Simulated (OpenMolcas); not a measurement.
How methods differ on C2H5Si (SMILES C=C[SiH2])

The species is C2H5Si (8 atoms), meant as a doublet with charge 0. SMILES: `C=C[SiH2]`. The coordinates come from a PBE0-D4/def2-TZVP relaxation.

Quantity: the vertical energy of the quartet above the doublet, in eV. The values are calculated.

```
               level             kind     program  value (eV)  CPU time (all runs)
     UHF/aug-cc-pVDZ     Hartree–Fock  OpenMolcas        3.63                 45 s
  USVWN5/aug-cc-pVDZ              LDA  OpenMolcas        5.14              1.9 min
    UPBE/aug-cc-pVDZ              GGA  OpenMolcas        4.80              2.8 min
U-r2SCAN/aug-cc-pVDZ         meta-GGA  OpenMolcas        4.49                4 min
   UTPSS/aug-cc-pVDZ         meta-GGA  OpenMolcas        4.67              4.1 min
  UBHLYP/aug-cc-pVDZ    global hybrid  OpenMolcas        4.47                3 min
 UM06-2X/aug-cc-pVDZ  hybrid meta-GGA  OpenMolcas        4.82              3.8 min
   UPBE0/aug-cc-pVDZ    global hybrid  OpenMolcas        4.57              2.9 min
```

The values span 3.63 to 5.14 eV. Spin contamination of the reference (⟨S²⟩ at least 0.1 too high) touches UHF/aug-cc-pVDZ. Times are those of the runs behind each value, whatever else they computed, on shared processors of several kinds: orders of magnitude only.

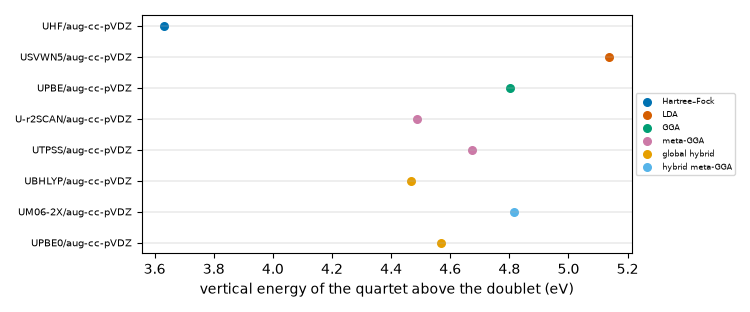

The values of the table, level by level.
